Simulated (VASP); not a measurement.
Band structure of BeS (space group Fm-3m). Method: PBE GGA, VASP's PBE PAW potentials (set 64) (plane waves; VASP).

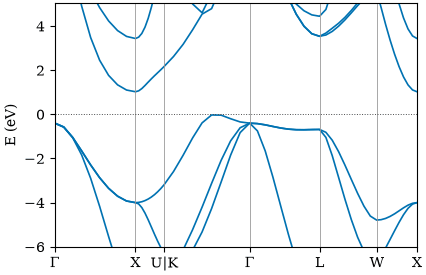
Fig. 1. Bands along high-symmetry lines, zero at the valence-band maximum or, without a gap, the Fermi level

Task: Read the plot: is there a gap, and where are the band edges?

Result: The gap is indirect, 1.02 eV, from the valence maximum at (-0.14, 0.14, 0.00) to the conduction minimum at X.

The structure was generated: BeS was put into an ordered model structure, which need not be its known phase. The cell was not relaxed at this level.
